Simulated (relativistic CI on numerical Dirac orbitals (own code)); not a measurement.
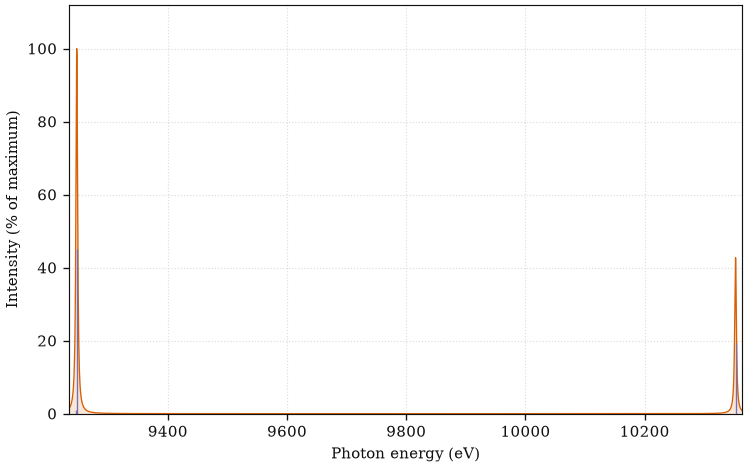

Computed core-level spectrum (absorption) of an ion of charge +3 in no crystal field (free ion). Sticks are the strongest transitions, on a scale of their own. Multiplet model: relativistic Dirac–Coulomb–Breit theory, one configuration a step, Slater integrals scaled by 0.8, 10 K, Voigt broadening (Lorentzian 3 eV, Gaussian 1 eV full widths), computed with a radial Dirac CI code.

Identify the element and the shell or line.

L₂,₃ X-ray absorption of Lu IV (Lu³⁺), initial configuration [Xe] 4f¹⁴. The main maxima lie at 9247.2 eV (100) and 10352.4 eV (43), heights in % of the largest; the centroid is at 9575.3 eV. The lower edge holds 0.70 of the intensity (branching ratio, edges parted at 9800 eV), and the core spin-orbit splitting of the orbitals is 1130 eV. The ground state has S = 0.00.

Known limits: free-ion energies, so absolute edge positions are off by a few eV from solids.
